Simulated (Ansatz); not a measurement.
Partial pair distribution functions of a relaxed model of amorphous Pb₂₄Si₂₄O₇₂, broadened by 0.06 Å; density 5.82 g/cm³. Level of theory: PBE-D3(BJ), scalar-relativistic without spin-orbit coupling (plane waves to 420 eV, PAW; Ansatz, a first-principles code).

A CHGNet melt-quench gave the starting glass, which DFT then relaxed. O atoms were pushed apart under 1.9 Å during the dynamics, to hinder bonds among them. The hot cell started wider than the set density and was brought back towards it in steps. It is the lowest in DFT energy of 4 quenches. It is a model cell: composition and starting density were chosen by hand, and all elements were melted together. The geometry includes D3(BJ) dispersion. Its density started from a set value of 5.71 and ended at 5.82 g/cm³. Cooling (nominally 110 K/ps over its main leg) ran many orders faster than in experiment, which tends to leave more defects and strain. A cell of this size samples the disorder only roughly. Volume and shape were free in the relaxation.

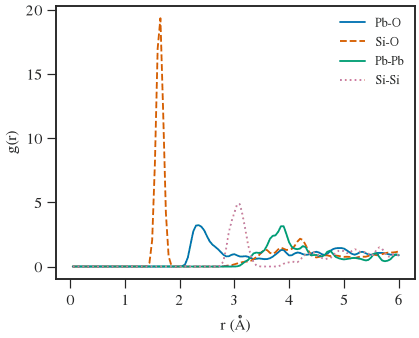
Partial pair distribution functions

Highest peaks under 4.5 Å: Pb-O near 2.35 Å, Si-O near 1.65 Å, Pb-Pb near 3.90 Å, Si-Si near 3.05 Å; pairs of few atoms are noisy.

Within 2.84 Å each Pb has 4.04 O neighbours on average.
